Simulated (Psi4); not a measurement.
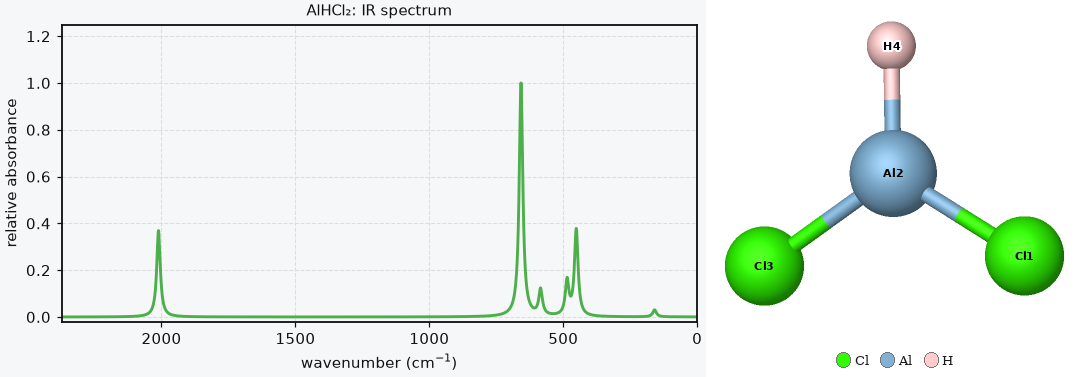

Infrared spectrum of AlHCl₂, SMILES [Cl][AlH][Cl], singlet. Unscaled harmonic wavenumbers and double-harmonic intensities, PBE0/def2-TZVP (dispersion D4), Psi4 1.11, at a geometry relaxed at this level, isolated molecule. Lorentzian lines of 16 cm⁻¹ full width. Close modes add up in the curve.

**Which lines are the most intense?**

657.6 cm⁻¹ (294.7 km/mol), 451.4 cm⁻¹ (108.8 km/mol) and 2011.0 cm⁻¹ (108.6 km/mol).

**List the modes.**

| cm⁻¹ | km/mol |
| --- | --- |
| 158.9 | 8.9 |
| 451.4 | 108.8 |
| 485.6 | 43.4 |
| 584.5 | 32.5 |
| 657.6 | 294.7 |
| 2011.0 | 108.6 |
